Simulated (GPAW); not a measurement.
# Hf2NS2 MXene monolayer: work function by functional and basis

Wanted: work functions and dipole of Hf2NS2 MXene monolayer, with the cost of each level.

Main program and level: GPAW 26.7.0; GPAW, PAW setups; layer in a repeated cell with vacuum, relaxation of atoms and in-plane cell, in the first sound run; inputs show where later runs differ.

## Step 1: Starting point

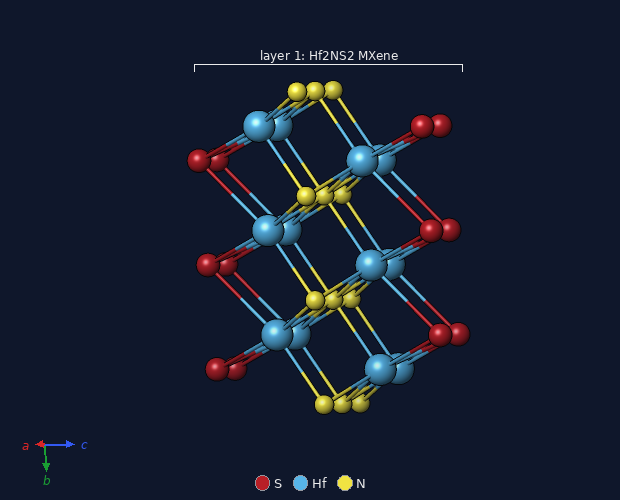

The cell as given, from the side, with the c axis across the page (sulfur red, hafnium blue, nitrogen yellow). 2×3×1 cells are drawn. Some periodic images of atoms are drawn too.

The cell holds 5 atoms: 2 S, 2 Hf and 1 N. Cell: a = 3.217 Å, b = 3.217 Å, c = 20.248 Å, α = 90.0°, β = 90.0°, γ = 120.0°. Vacuum lies along c.

## Step 2: Relaxing the atoms

Forces are removed first; all later runs use this geometry.

The input, run.py:

```python
import json
import numpy as np
from ase import Atoms
from ase.filters import FrechetCellFilter
from ase.optimize import BFGS
from gpaw import GPAW, PW

slab = Atoms(
    ['S', 'Hf', 'N', 'Hf', 'S'],
    positions=[
        [-0.00000, 1.85762, 7.00000],
        [1.60875, 0.92881, 8.85468],
        [0.00000, 0.00000, 10.12422],
        [-0.00000, 1.85762, 11.39376],
        [1.60875, 0.92881, 13.24845]],
    cell=[[3.2175, 0.0, 0.0], [-1.60875, 2.78644, 0.0], [0.0, 0.0, 20.2484]],
    pbc=[True, True, True])

slab.calc = GPAW(mode=PW(600), xc='PBE', kpts={'size': (12, 12, 1), 'gamma': True},
                 occupations={'name': 'fermi-dirac', 'width': 0.05}, nbands='160%',
                 convergence={'density': 1e-05}, maxiter=200,
                 symmetry={'tolerance': 1e-3}, txt='slab.txt')
result = {}
# The in-plane cell is free; stress needs a cell that repeats along all three vectors
path = []
opt = BFGS(FrechetCellFilter(slab, mask=[1, 1, 0, 0, 0, 1]), maxstep=0.2)
opt.attach(lambda: path.append((slab.get_potential_energy(), slab.positions.tolist(), slab.get_forces().tolist())))
result['relaxed'] = bool(opt.run(fmax=0.02, steps=45))
result['path'] = path
result['cell'] = slab.cell.tolist()
print('in-plane lattice', slab.cell.cellpar().round(4)[[0, 1, 5]])
energy = slab.get_potential_energy()
fermi = slab.calc.get_fermi_level()
v = slab.calc.get_electrostatic_potential().mean((0, 1)) - fermi
n = slab.calc.get_pseudo_density().mean((0, 1))
L = slab.cell[2, 2]
z = np.arange(len(v)) * L / len(v)
low, high = slab.positions[:, 2].min(), slab.positions[:, 2].max()
below, above = np.interp([low - 4.8, high + 4.8], z, v)
slopes = [np.interp(x, z, np.gradient(v, z)) for x in (low - 4.8, high + 4.8)]
eps = np.array([[slab.calc.get_eigenvalues(k, s) for k in range(len(slab.calc.get_ibz_k_points()))]
                for s in range(slab.calc.get_number_of_spins())]) - fermi
top, bottom = eps[eps < 0].max(), eps[eps > 0].min()
dipole = slab.get_dipole_moment()[2]
print(f'energy {energy:.4f} eV, Fermi level {fermi:.4f} eV, dipole {dipole:.5f} e A')
print(f'potential 4.8 A off the faces, from the Fermi level: lower {below:.4f} eV, upper {above:.4f} eV')
print(f'slope of the potential there: lower {slopes[0]:.5f}, upper {slopes[1]:.5f} eV/A')
print(f'nearest levels on the mesh: {top:.4f} and {bottom:.4f} eV')
print('magnetic moment', round(slab.get_magnetic_moment(), 3))
result.update(energy=energy, fermi=fermi, dipole=dipole, below=below, above=above, slopes=slopes, edges=[top, bottom],
              z=z.tolist(), v=v.tolist(), n=n.tolist(), positions=slab.positions.tolist(),
              forces=slab.get_forces(apply_constraint=False).tolist(), moments=slab.get_magnetic_moments().tolist())
json.dump(result, open('result.json', 'w'))
```

The run is started by

```
$ OMP_NUM_THREADS=1 OPENBLAS_NUM_THREADS=1 python run.py
```

Log:

```text
Step          Energy          fmax
BFGS:    0      -38.125003        2.494935
BFGS:    1      -38.437236        1.787537
BFGS:    2      -38.773650        1.980837
BFGS:    3      -38.871298        0.972176
BFGS:    4      -38.955211        0.758243
BFGS:    5      -39.176637        0.642954
BFGS:    6      -39.214195        0.416651
BFGS:    7      -39.226272        0.200712
BFGS:    8      -39.229825        0.184294
BFGS:    9      -39.231561        0.162903
BFGS:   10      -39.230516        0.061859
BFGS:   11      -39.230214        0.008182
in-plane lattice [  3.393   3.393 120.   ]
energy -39.2229 eV, Fermi level 0.4386 eV, dipole 0.00055 e A
potential 4.8 A off the faces, from the Fermi level: lower 5.5469 eV, upper 5.5438 eV
slope of the potential there: lower 0.00051, upper 0.00076 eV/A
nearest levels on the mesh: -0.0251 and 0.0152 eV
magnetic moment 0.0
```

Elapsed: 15 min, on 1 thread of Arm Neoverse V1, shared host; peak memory 0.71 GiB.

This step gave:

```yaml
dipole_along_the_normal: 5.45e-4 e·Å
levels_nearest_the_fermi_level_on_the_mesh: -0.02513, 0.01516 eV from the Fermi level
```

The electrostatic potential energy of an electron (without an applied field's), less the Fermi level, planar mean oscillates, so the rows of the table below give means over windows of 1.77 Å about each position, cut where the curve ends. Its maxima inside the range that stand out by 2 % of the span (Å: eV): 7.9: -5.85, 9.7: -6.93, 10.5: -6.93, 12.3: -5.85. Its minima: 7.3: -16.0, 8.9: -20.6, 10.1: -11.8, 11.4: -20.6, 13.0: -16.0.

The electrostatic potential energy of an electron (without an applied field's), less the Fermi level, planar mean by z; means over each step:

```
z (Å)  electrostatic potential energy of an electron (without an applied field's), less the Fermi level, planar mean (eV)
 0.89                                                                                                                5.55
 2.66                                                                                                                5.55
 4.43                                                                                                                5.53
 6.20                                                                                                                1.72
 7.97                                                                                                               -12.2
 9.74                                                                                                               -11.1
11.51                                                                                                               -13.1
13.28                                                                                                               -5.84
15.05                                                                                                                5.36
16.82                                                                                                                5.54
18.59                                                                                                                5.54
```

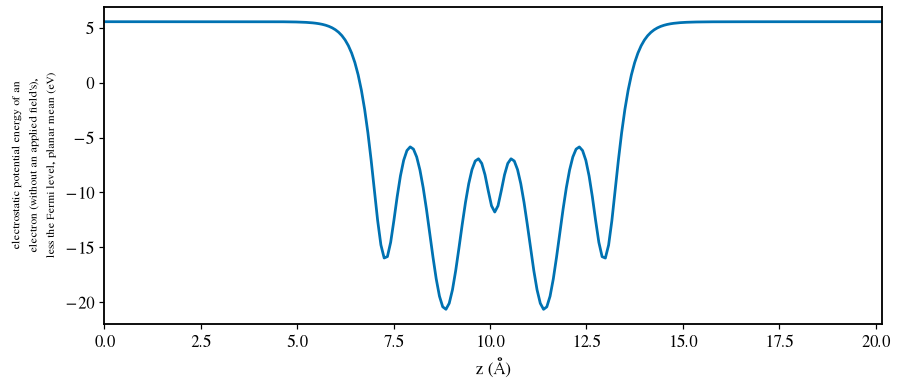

Electrostatic potential energy of an electron (without an applied field's), less the Fermi level, planar mean, plotted against z.

The pseudo valence density, planar mean oscillates, so the rows of the table below give means over windows of 2 Å about each position, cut where the curve ends. Its maxima inside the range that stand out by 2 % of the span (Å: e/Å³): 7.6: 0.455, 8.8: 1.03, 10.1: 0.615, 11.5: 1.03, 12.7: 0.455. Its minima: 7.9: 0.429, 9.6: 0.493, 10.6: 0.493, 12.3: 0.429.

The pseudo valence density, planar mean by z; means over each step:

```
z (Å)  pseudo valence density, planar mean (e/Å³)
    2                                           0
    4                                      2.8e-4
    6                                       0.108
    8                                       0.573
   10                                       0.592
   12                                       0.629
   14                                       0.153
   16                                      6.1e-4
   18                                      1.2e-6
```

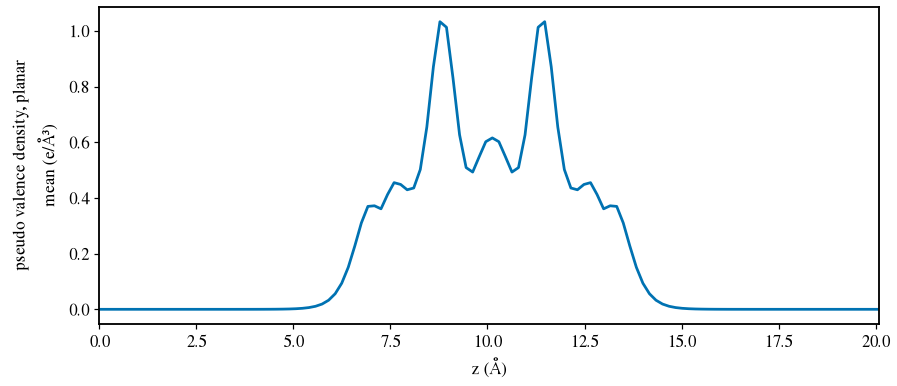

Pseudo valence density, planar mean, plotted against z.

The relaxation lowered the energy of the cell by 1.11 eV (energies extrapolated to zero smearing; the optimiser's log prints free energies). The largest force left on a free atom is 0.0082 eV/Å.

## Step 3: The slab's potential

The work function is the vacuum plateau of the electrostatic potential less the Fermi level; a dipole layer lets the two faces have plateaus of their own.

This step: GPAW, PAW setups; slab in vacuum (GPAW 26.7.0).

The cell differs from the one that the last finished run ended in (c 20.248 → 19.699 Å).

Changes to run.py since step 2:

```diff
@@ -3,4 +3,2 @@
 from ase import Atoms
-from ase.filters import FrechetCellFilter
-from ase.optimize import BFGS
 from gpaw import GPAW, PW
@@ -10,23 +8,16 @@
     positions=[
-        [-0.00000, 1.85762, 7.00000],
-        [1.60875, 0.92881, 8.85468],
-        [0.00000, 0.00000, 10.12422],
-        [-0.00000, 1.85762, 11.39376],
-        [1.60875, 0.92881, 13.24845]],
-    cell=[[3.2175, 0.0, 0.0], [-1.60875, 2.78644, 0.0], [0.0, 0.0, 20.2484]],
-    pbc=[True, True, True])
+        [0.00000, 1.95896, 7.00000],
+        [1.69652, 0.97948, 8.56495],
+        [0.00000, -0.00000, 9.84956],
+        [0.00000, 1.95896, 11.13418],
+        [1.69652, 0.97948, 12.69914]],
+    cell=[[3.39303, -0.0, 0.0], [-1.69652, 2.93846, 0.0], [0.0, 0.0, 19.6991]],
+    pbc=[True, True, False])
 
-slab.calc = GPAW(mode=PW(600), xc='PBE', kpts={'size': (12, 12, 1), 'gamma': True},
+slab.calc = GPAW(mode=PW(500), xc='PBE', kpts={'size': (12, 12, 1), 'gamma': True},
                  occupations={'name': 'fermi-dirac', 'width': 0.05}, nbands='160%',
                  convergence={'density': 1e-05}, maxiter=200,
+                 poissonsolver={'dipolelayer': 'xy'},
                  symmetry={'tolerance': 1e-3}, txt='slab.txt')
 result = {}
-# The in-plane cell is free; stress needs a cell that repeats along all three vectors
-path = []
-opt = BFGS(FrechetCellFilter(slab, mask=[1, 1, 0, 0, 0, 1]), maxstep=0.2)
-opt.attach(lambda: path.append((slab.get_potential_energy(), slab.positions.tolist(), slab.get_forces().tolist())))
-result['relaxed'] = bool(opt.run(fmax=0.02, steps=45))
-result['path'] = path
-result['cell'] = slab.cell.tolist()
-print('in-plane lattice', slab.cell.cellpar().round(4)[[0, 1, 5]])
 energy = slab.get_potential_energy()
```

Log:

```text
energy -38.7960 eV, Fermi level 0.6067 eV, dipole 0.00036 e A
potential 4.8 A off the faces, from the Fermi level: lower 5.5511 eV, upper 5.5416 eV
slope of the potential there: lower -0.00025, upper 0.00025 eV/A
nearest levels on the mesh: -0.0284 and 0.0164 eV
magnetic moment 0.0
```

It took 89 s on 1 thread; peak memory 0.26 GiB.

This step gave:

```yaml
dipole_along_the_normal: 3.55e-4 e·Å
levels_nearest_the_fermi_level_on_the_mesh: -0.02836, 0.01642 eV from the Fermi level
upper_work_function: 5.542 eV
lower_work_function: 5.551 eV
```

The electrostatic potential energy of an electron (without an applied field's), less the Fermi level, planar mean oscillates, so the rows of the table below give means over windows of 1.69 Å about each position, cut where the curve ends. Its maxima inside the range that stand out by 2 % of the span (Å: eV): 7.7: -5.87, 9.4: -6.99, 10.3: -6.99, 12.0: -5.87. Its minima: 7.0: -16.0, 8.5: -20.6, 9.8: -11.8, 11.2: -20.6, 12.7: -16.0.

Table of electrostatic potential energy of an electron (without an applied field's), less the Fermi level, planar mean by z; means over each step:

```
z (Å)  electrostatic potential energy of an electron (without an applied field's), less the Fermi level, planar mean (eV)
 0.84                                                                                                                5.55
 2.54                                                                                                                5.55
 4.23                                                                                                                5.53
 5.92                                                                                                                2.00
 7.61                                                                                                               -11.6
 9.30                                                                                                               -12.3
10.99                                                                                                               -13.5
12.68                                                                                                               -7.96
14.37                                                                                                                4.94
16.05                                                                                                                5.54
17.75                                                                                                                5.54
19.44                                                                                                                5.54
```

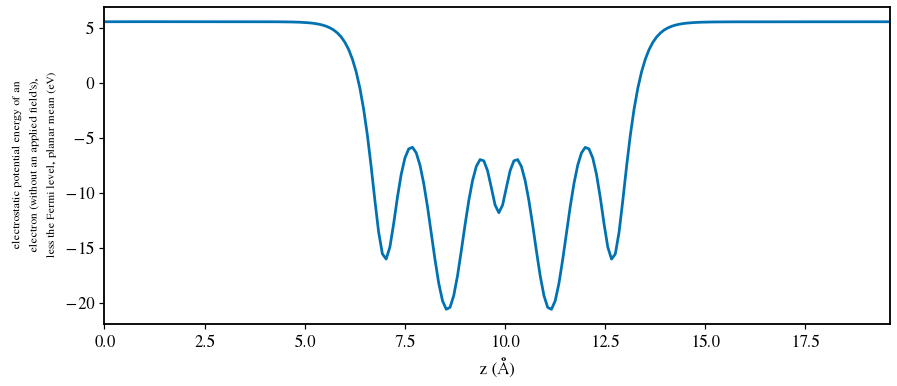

Electrostatic potential energy of an electron (without an applied field's), less the Fermi level, planar mean, plotted against z.

The pseudo valence density, planar mean oscillates, so the rows of the table below give means over windows of 1 Å about each position, cut where the curve ends. Its maxima inside the range that stand out by 2 % of the span (Å: e/Å³): 7.3: 0.455, 8.6: 1.04, 9.9: 0.609, 11.1: 1.04, 12.4: 0.455. Its minima: 7.7: 0.427, 9.4: 0.502, 10.3: 0.502, 12.0: 0.427.

Table of pseudo valence density, planar mean by z; means over each step:

```
z (Å)  pseudo valence density, planar mean (e/Å³)
    3                                      1.1e-5
    4                                      2.5e-4
    5                                     0.00677
    6                                       0.131
    7                                       0.392
    8                                       0.609
    9                                       0.713
   10                                       0.564
   11                                       0.818
   12                                       0.481
   13                                       0.335
   14                                      0.0592
   15                                     0.00251
   16                                      1.0e-4
```

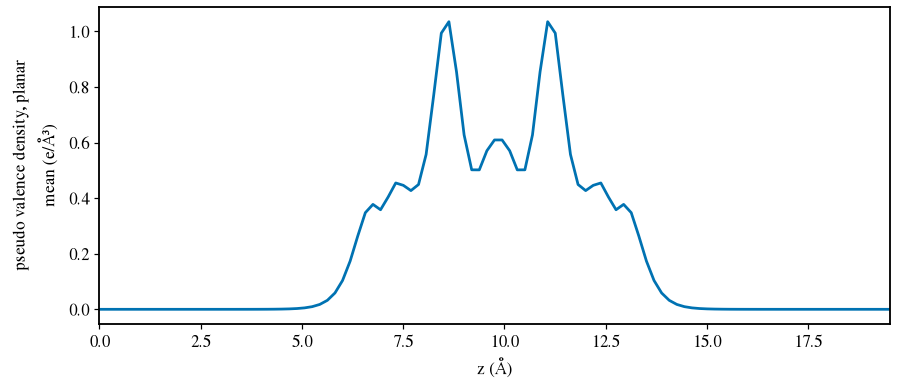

Pseudo valence density, planar mean against z.

The potential is flat to 2.5e-4 eV/Å where it is read, so the vacuum is wide enough.

## Step 4: Self-consistent run: xc = "RPBE"

The same geometry under RPBE, to see how far the functional moves the levels against the vacuum.

Changes to run.py since step 3:

```diff
@@ -16,3 +16,3 @@
 
-slab.calc = GPAW(mode=PW(500), xc='PBE', kpts={'size': (12, 12, 1), 'gamma': True},
+slab.calc = GPAW(mode=PW(500), xc='RPBE', kpts={'size': (12, 12, 1), 'gamma': True},
                  occupations={'name': 'fermi-dirac', 'width': 0.05}, nbands='160%',
```

Log:

```text
energy -36.8447 eV, Fermi level 0.7140 eV, dipole 0.00036 e A
potential 4.8 A off the faces, from the Fermi level: lower 5.4517 eV, upper 5.4422 eV
slope of the potential there: lower -0.00025, upper 0.00025 eV/A
nearest levels on the mesh: -0.0231 and 0.0142 eV
magnetic moment 0.0
```

Elapsed: 89 s, on 1 thread; peak memory 0.26 GiB.

Numbers from this step:

| Property | Result |
| --- | --- |
| levels nearest the Fermi level on the mesh | -0.02311, 0.01418 eV from the Fermi level |
| upper work function | 5.442 eV |
| lower work function | 5.452 eV |

The electrostatic potential energy of an electron (without an applied field's), less the Fermi level, planar mean oscillates, so the rows of the table below give means over windows of 1.69 Å about each position, cut where the curve ends. Its maxima inside the range that stand out by 2 % of the span (Å: eV): 7.7: -5.99, 9.4: -7.13, 10.3: -7.13, 12.0: -5.99. Its minima: 7.0: -16.1, 8.5: -20.7, 9.8: -12.0, 11.2: -20.7, 12.7: -16.1.

Electrostatic potential energy of an electron (without an applied field's), less the Fermi level, planar mean against z; means over each step:

```
z (Å)  electrostatic potential energy of an electron (without an applied field's), less the Fermi level, planar mean (eV)
 0.84                                                                                                                5.45
 2.54                                                                                                                5.45
 4.23                                                                                                                5.43
 5.92                                                                                                                1.90
 7.61                                                                                                               -11.7
 9.30                                                                                                               -12.4
10.99                                                                                                               -13.6
12.68                                                                                                               -8.06
14.37                                                                                                                4.83
16.05                                                                                                                5.44
17.75                                                                                                                5.44
19.44                                                                                                                5.44
```

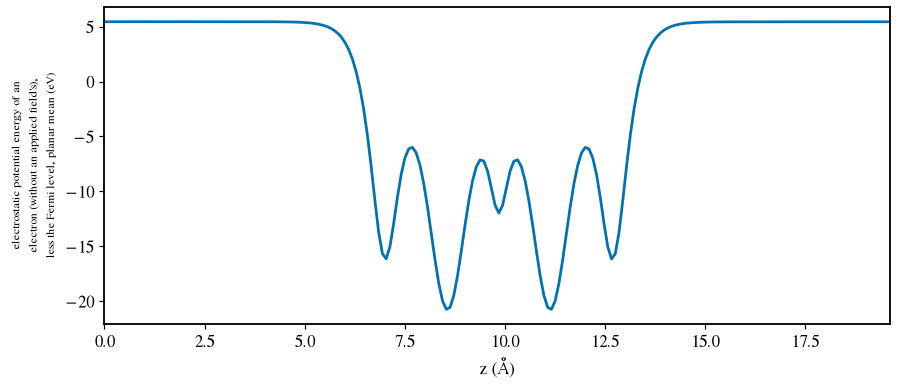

Electrostatic potential energy of an electron (without an applied field's), less the Fermi level, planar mean against z.

The pseudo valence density, planar mean oscillates, so the rows of the table below give means over windows of 1 Å about each position, cut where the curve ends. Its maxima inside the range that stand out by 2 % of the span (Å: e/Å³): 7.3: 0.455, 8.6: 1.04, 9.9: 0.609, 11.1: 1.04, 12.4: 0.455. Its minima: 7.7: 0.427, 9.2: 0.502, 10.5: 0.502, 12.0: 0.427.

Table of pseudo valence density, planar mean by z; means over each step:

```
z (Å)  pseudo valence density, planar mean (e/Å³)
    3                                      1.2e-5
    4                                      2.7e-4
    5                                     0.00673
    6                                       0.131
    7                                       0.392
    8                                       0.609
    9                                       0.713
   10                                       0.564
   11                                       0.818
   12                                       0.481
   13                                       0.335
   14                                      0.0590
   15                                     0.00253
   16                                      1.1e-4
   17                                      4.8e-6
```

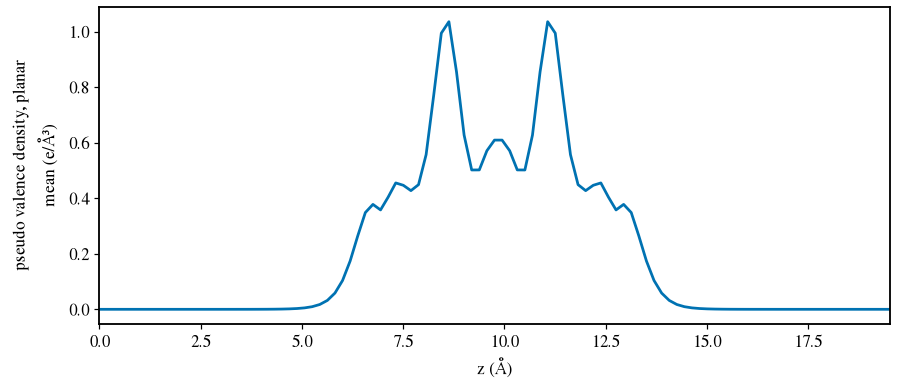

Pseudo valence density, planar mean against z.

Force by atom:

```
atom  x (eV/Å)  y (eV/Å)  z (eV/Å)   size
  S1     0.000     0.000    -0.233  0.233
 Hf2     0.000     0.000    -0.057  0.057
  N3     0.000     0.000     0.000  0.000
 Hf4     0.000     0.000     0.057  0.057
  S5     0.000     0.000     0.233  0.233
```

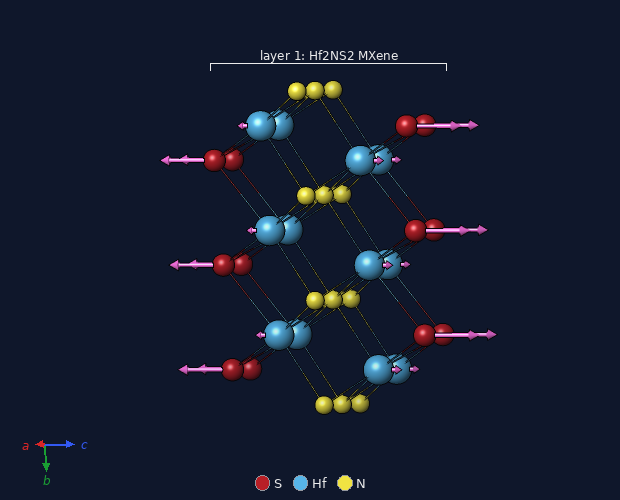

Force as arrows, the longest 0.233 eV/Å. 2×3×1 cells are drawn. Some periodic images of atoms are drawn too.

The upper face's work function is 5.442 eV, against 5.542 eV in the first plane-wave PBE run at this geometry.

[end of part 1 of 2]

[Logs are printed without paths, hosts, clocks, repeated set-up lines and the standing remarks that a program may print on its own settings, such as how far it seeks lower states.]

[Hosts, paths, dates, database ids (printed as entryN), source tags and the programs' standing remarks are cut or masked in the printed files.]
